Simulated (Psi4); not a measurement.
# M06-L/def2-TZVPD (density fitting with cc-pvdz-jkfit, sweep point 2) run of CH2BN (BH2(CN))

What is the vertical ionisation energy of CH2BN (BH2(CN)) at M06-L/def2-TZVPD (density fitting with cc-pvdz-jkfit, sweep point 2)? 

The results are computed with Psi4 1.11.

4 further runs of the same task are left out: 4 that didn't finish.

### Step 1. The molecule

CH2BN: 5 atoms, total charge 0, spin state singlet. As SMILES, `[H]B([H])C#N`. The coordinates come from a GFN2-xTB relaxation.

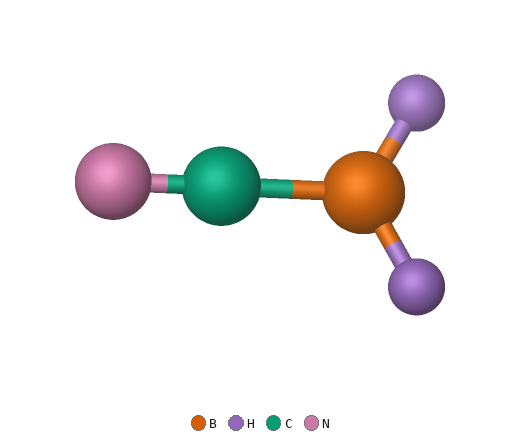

The structure, seen from a chosen angle (boron orange, hydrogen purple, carbon teal, nitrogen pink).

### Step 2. The energy at M06-L/def2-TZVPD (density fitting with cc-pvdz-jkfit, sweep point 2)

ch2bn.in reads:

```
memory 1600 MB

molecule system {
  B      0.57398541     0.99694391     0.01606267
  H      2.77574312     0.95618252     0.11020883
  H     -0.56364861     2.88372207    -0.05096591
  C     -0.85164287    -1.47702884    -0.02277120
  N     -1.93443704    -3.35981967    -0.05253439
  units bohr
  symmetry c1
}

set basis def2-TZVPD
set reference rks
set puream true
set scf_type df
set dft_radial_points 99
set dft_spherical_points 590
set df_basis_scf cc-pvdz-jkfit

result, w = energy('m06-l', return_wfn=True)
```

Command:

```sh
psi4 -i ch2bn.in -o ch2bn.out -n 1
```

ch2bn.out:

```text
[...]
  Running in c1 symmetry.
[...]
  Nuclear repulsion =   46.535006348143220
[...]
  Multiplicity = 1
[...]
  Nalpha       = 10
  Nbeta        = 10
[...]
    Number of basis functions: 129
[...]
   @DF-RKS iter   1:  -118.73844542289508   -6.34071e-01   4.41897e-03 ADIIS/DIIS
[...]
   @DF-RKS iter   8:  -118.90200322119514   -2.37848e-07   8.23235e-07 DIIS
[...]
    Orbital Energies [Eh]
    ---------------------
    Doubly Occupied:
       1A    -14.192559     2A    -10.081058     3A     -6.705932
       4A     -0.882137     5A     -0.587359     6A     -0.423764
       7A     -0.385968     8A     -0.347361     9A     -0.338343
      10A     -0.316253
[...]
  @DF-RKS Final Energy:  -118.90200322119514
   => Energetics <=
    Nuclear Repulsion Energy =             46.5350063481432201
    One-Electron Energy =                -251.1573836254665935
    Two-Electron Energy =                 102.8110221521351662
    DFT Exchange-Correlation Energy =     -17.0906480960069267
    Empirical Dispersion Energy =           0.0000000000000000
    VV10 Nonlocal Energy =                  0.0000000000000000
    Total Energy =                       -118.9020032211951445
[...]
 Multipole Moments:
 ------------------------------------------------------------------------------------
     Multipole            Electronic (a.u.)      Nuclear  (a.u.)        Total (a.u.)
 ------------------------------------------------------------------------------------
 L = 1.  Multiply by 2.5417464519 to convert [e a0] to [Debye]
 Dipole X            :         -0.6660921            1.1688179            0.5027259
 Dipole Y            :         -1.1552368            2.0286781            0.8734413
 Dipole Z            :         -0.0169030            0.0309818            0.0140788
 Magnitude           :                                                    1.0078845
[...]
```

Run time: 45 s. Hardware: 1 thread of Intel Xeon Platinum 8259CL at 2.50GHz (Skylake/Cascade Lake), shared host; peak memory 1 GiB.

### Step 3. The doublet cation at the same level

ch2bn.inp reads:

```
memory 1600 MB

molecule system {
  1 2
  B      0.57398541     0.99694391     0.01606267
  H      2.77574312     0.95618252     0.11020883
  H     -0.56364861     2.88372207    -0.05096591
  C     -0.85164287    -1.47702884    -0.02277120
  N     -1.93443704    -3.35981967    -0.05253439
  units bohr
  symmetry c1
}

set basis def2-TZVPD
set reference uks
set puream true
set scf_type df
set dft_radial_points 99
set dft_spherical_points 590
set df_basis_scf cc-pvdz-jkfit
set maxiter 150

energy("m06-l")
print_variables()
```

Command:

```sh
psi4 -i ch2bn.inp -o ch2bn.out -n 1
```

ch2bn.out:

```text
[...]
  Running in c1 symmetry.
[...]
  Nuclear repulsion =   46.535006348143220
[...]
  Multiplicity = 2
[...]
  Nalpha       = 10
  Nbeta        = 9
[...]
    Number of basis functions: 129
[...]
   @DF-UKS iter   1:  -118.37045870159062   -2.66084e-01   3.23715e-03 ADIIS/DIIS
[...]
   @DF-UKS iter  11:  -118.45557540581072   -4.24770e-08   4.46173e-07 DIIS
[...]
   @S^2 Observed:                7.580069168E-01
[...]
    Orbital Energies [Eh]
    ---------------------
    Alpha Occupied:
       1A    -14.538441     2A    -10.416600     3A     -7.000161
       4A     -1.231219     5A     -0.882148     6A     -0.710452
       7A     -0.696749     8A     -0.657109     9A     -0.642925
      10A     -0.634838
    Alpha Virtual:
      11A     -0.409752    12A     -0.323898    13A     -0.229314
      14A     -0.166523    15A     -0.126421    16A     -0.118583
      17A     -0.111945    18A     -0.093748    19A     -0.081512
      20A     -0.077929    21A     -0.070175    22A     -0.034388
      23A     -0.031950    24A     -0.009447    25A      0.016065
[...]
  @DF-UKS Final Energy:  -118.45557540581072
   => Energetics <=
    Nuclear Repulsion Energy =             46.5350063481432201
    One-Electron Energy =                -244.9664096038559364
    Two-Electron Energy =                  96.7285873775069831
    DFT Exchange-Correlation Energy =     -16.7527595276049830
    Empirical Dispersion Energy =           0.0000000000000000
    VV10 Nonlocal Energy =                  0.0000000000000000
    Total Energy =                       -118.4555754058107198
[...]
 Multipole Moments:
 ------------------------------------------------------------------------------------
     Multipole            Electronic (a.u.)      Nuclear  (a.u.)        Total (a.u.)
 ------------------------------------------------------------------------------------
 L = 1.  Multiply by 2.5417464519 to convert [e a0] to [Debye]
 Dipole X            :         -0.3849068            1.1688179            0.7839111
 Dipole Y            :         -0.6665371            2.0286781            1.3621409
 Dipole Z            :         -0.0093908            0.0309818            0.0215910
 Magnitude           :                                                    1.5717540
[...]
```

It took 88 s on 1 thread of Intel Xeon Platinum 8259CL at 2.50GHz (Skylake/Cascade Lake), shared host; peak memory 1 GiB.

### Step 4. What came out

Level: M06-L/def2-TZVPD (density fitting with cc-pvdz-jkfit, sweep point 2).

| quantity | value |
| --- | --- |
| singlet CH2BN: total energy | -118.90200 Eh |
| singlet CH2BN: dipole moment | 2.56 D |
| singlet CH2BN: HOMO energy | -8.61 eV |
| singlet CH2BN: LUMO energy | -3.79 eV |
| singlet CH2BN: HOMO–LUMO gap | 4.82 eV |
| doublet cation: total energy | -118.45558 Eh |
| doublet cation: HOMO energy (highest over α and β) | -17.04 eV |
| doublet cation: LUMO energy (lowest over α and β) | -15.66 eV |
| doublet cation: ⟨S²⟩ | 0.758 |
| vertical ionisation energy (to the doublet cation) | 12.148 eV |

What this shows: Removing an electron at fixed nuclei costs 12.15 eV (280 kcal/mol). The negative HOMO energy of the first species, 8.61 eV, lies 3.54 eV below that difference.
